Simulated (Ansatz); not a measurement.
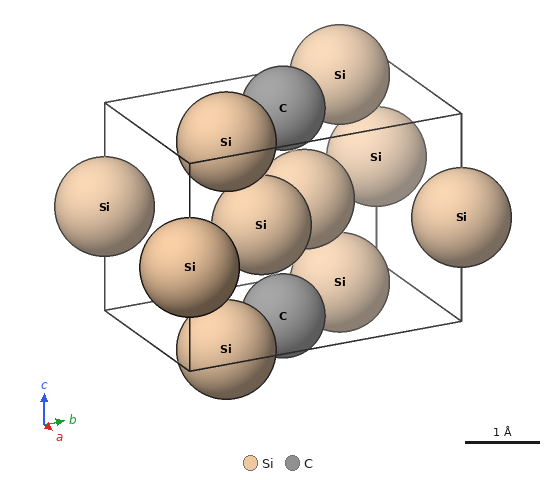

The structure above is drawn in spheres-only style and viewed slightly off an axis. The simulation cell is outlined; an atom on or near a face, edge or corner is repeated at each equivalent position.

Here is the input:
```yaml
crystal:
  lattice:
    - [2.4747712597, -5.7038877938, 0.0]
    - [2.4747712597, 5.7038877938, 0.0]
    - [0.0, 0.0, 2.8348426128]
  atoms:
    - { symbol: Si, position: [0.8031768875, 0.1968231125, 0.0] }
    - { symbol: Si, position: [0.3845589582, 0.6154410418, 0.5] }
    - { symbol: Si, position: [0.6154410418, 0.3845589582, 0.5] }
    - { symbol: Si, position: [0.0, 0.0, 0.5] }
    - { symbol: Si, position: [0.1968231125, 0.8031768875, 0.0] }
    - { symbol: C, position: [0.5, 0.5, 0.0] }
basis:
  ecutwfc: 420
kpoints:
  mp_grid: { grid: [8, 8, 14] }
  band_path:
    path:
      - [[0.0, 0.0, 0.0], [-0.5, 0.5, 0.0], [-0.29706176, 0.70293824, 0.0]]
      - [[0.29706176, 0.29706176, 0.0], [0.0, 0.0, 0.0], [0.0, 0.0, 0.5], [0.29706176, 0.29706176, 0.5]]
      - [[-0.29706176, 0.70293824, 0.5], [-0.5, 0.5, 0.5], [-0.5, 0.5, 0.0]]
      - [[0.0, 0.0, 0.0], [0.0, 0.5, 0.0], [0.0, 0.5, 0.5], [0.0, 0.0, 0.5], [-0.5, 0.5, 0.5]]
    npoints: 14
hamiltonian:
  xc: pbe
scf:
  occupations: { method: gaussian, width: 0.1 }
  n_extra_bands: 15
output:
  forces: true
  stress: true
  eigenvalues: true
  populations: true
  dos: { projected: true, de: 0.02, nscf_kmesh: { grid: [10, 10, 17] } }
  bader: true
```
Run as:
```sh
ansatz run input.yaml --threads 1 --pin off --max-ram 2560MiB --backend cpu --events-out ev --progress --plain --runs-dir out
```

Results below were computed with DFT PBE, scalar-relativistic, plane waves, PAW (Ansatz); the settings were an energy cutoff of 420 eV, the zone sampled with 8×8×14 points, Gaussian smearing of 0.1 eV, no spin polarisation.

### What charge does Bader's analysis assign to each element?

Si -0.03 to +1.16 e; C -2.43 e.

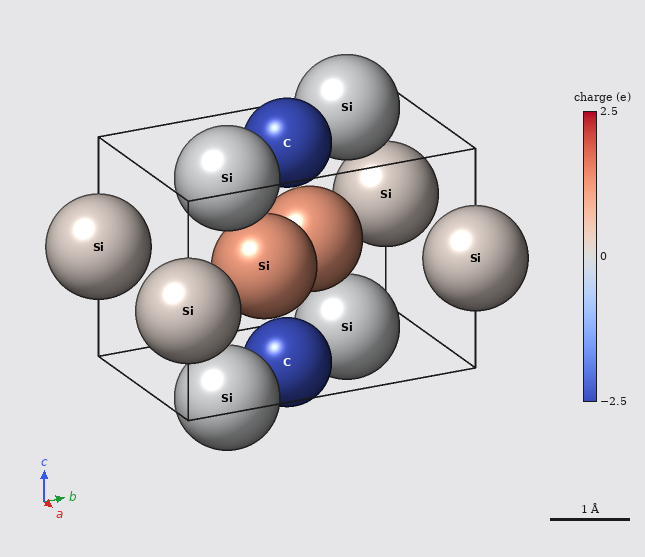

The atoms coloured by those charges.

The structure comes from a structure type filled with these elements by a generator (whether the compound takes this form wasn't checked). Earlier steps of the study, as a rule a relaxation of our own, may have changed the cell and positions, so they can lie some per cent off the listed ones. A calculation with Ansatz used it as input.
